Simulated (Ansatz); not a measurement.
# Single-point calculation of CuF

CuF, SMILES [F][Cu], computed with RKS PBE0-D4/def2-TZVPP (Ansatz 0.2.0).

The geometry comes from this level: PBE0-D4/def2-TZVP.

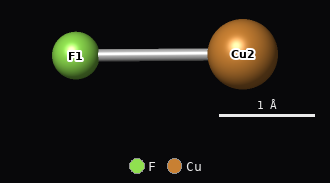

The input geometry (ball-and-stick view, seen on its broad side; atoms are numbered from 1 in the order of the input). Sticks mark near contacts. Bond lengths as drawn: Cu–F 1.76 Å.

The input:
```yaml
crystal:
  periodic: [false, false, false]
  atoms:
    - {symbol: F, position_ang: [0.765754, -0.299002, 0.379106]}
    - {symbol: Cu, position_ang: [-0.736354, 0.238902, -0.375106]}
basis:
  gaussian: {orbitals: def2-TZVPP}
hamiltonian: {xc: pbe0, dispersion: d4}
output: {orbitals: {seedname: orbitals}}
```

Run on 4 threads of AMD EPYC, 15 GiB of memory available, shared host.

Run as:
```bash
ansatz run in.yaml --threads 4 --pin off --events-out ev --progress --plain --max-ram 10444MiB
```

Output:
```
Functional definition: PBE0
  name "PBE0"
  cite "Adamo & Barone, J. Chem. Phys. 110, 6158 (1999) doi:10.1063/1.478522"
  cite "Perdew, Burke & Ernzerhof, Phys. Rev. Lett. 77, 3865 (1996) doi:10.1103/PhysRevLett.77.3865"
  parent pbe
  parameter a = 0.25
  parameter kappa = 0.804
  parameter beta = 0.06672455060314922
  exchange = (1 - a)*pbe_x(kappa = kappa, mu = beta*pi^2/3) + a*exact_x
  correlation = pbe_c(beta = beta)
759 factors; their error is unknown
mean field evaluation 1: about -47343.9059 eV, gradient 7.3e1 eV
mean field evaluation 2: about -47252.2333 eV, gradient 3.2e2 eV
mean field evaluation 4: about -47349.0632 eV, gradient 2.1e1 eV
mean field evaluation 8: about -47349.5336 eV, gradient 6.5e-2 eV
mean field -47349.58079321 eV, -1740.0649994521 hartree, gradient 7.7e-5 eV, S^2 0.000000; 0 other end points of the search recorded, 0 dependent functions left out
reference -47349.58081877 eV, -1740.0650003913 hartree; 19, 19 occupied and 76, 76 virtual orbitals, 759 factors
Total energy: -47349.59224158 eV, -1740.0654201717 hartree
```

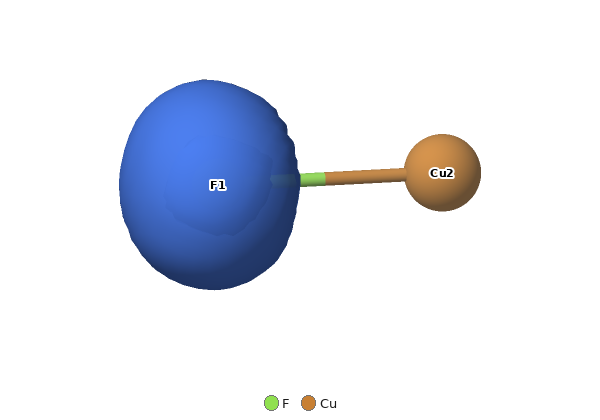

Isosurface of the ELF at 0.75 (blue), seen from the side. Only the valence region is drawn (cores and ρ < 0.01 e/Å³ removed). Profiles from the grid: Cu–F (1.76 Å): the ELF peaks at about 0.80 in the valence shell of F, 0.5 Å from its nucleus, and is about 0.15 at the midpoint.

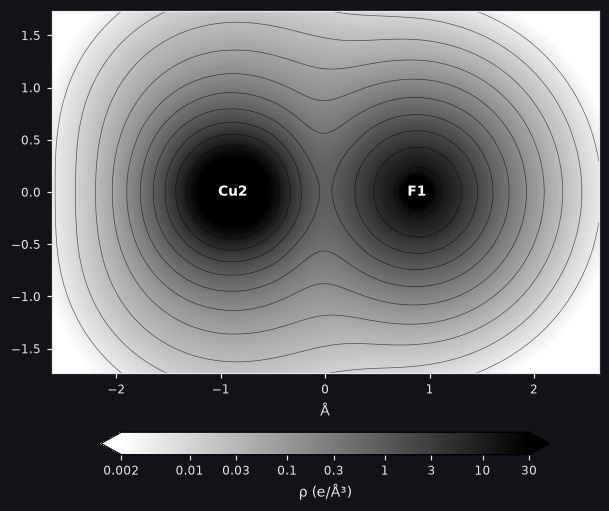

Total electron density on a plane that holds the molecular axis. Atoms in the plane: F and Cu. Cu–F (1.76 Å): ρ at the midpoint is about 0.85 e/Å³.

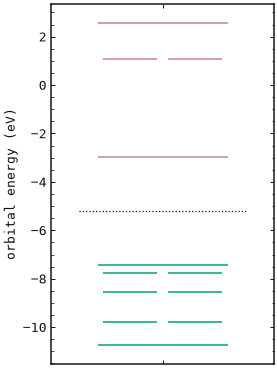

Orbital energies near the frontier; the dotted line parts filled from empty levels, and levels within 0.02 eV of each other stand side by side. Highest filled −7.45 eV, lowest empty −2.96 eV, 4.49 eV apart.

Summary:

```json
{"quantity": "outcome", "value": "converged"}
{"quantity": "total energy", "value": "−47349.5922 eV"}
{"quantity": "mean-field energy", "value": "−47349.5808 eV"}
{"quantity": "dispersion energy", "value": "−0.0114 eV"}
{"quantity": "SCF solution under orbital rotations", "value": "stable"}
{"quantity": "HOMO", "value": "−7.45 eV"}
{"quantity": "LUMO", "value": "−2.96 eV"}
{"quantity": "peak memory", "value": "0.17 GiB"}
```
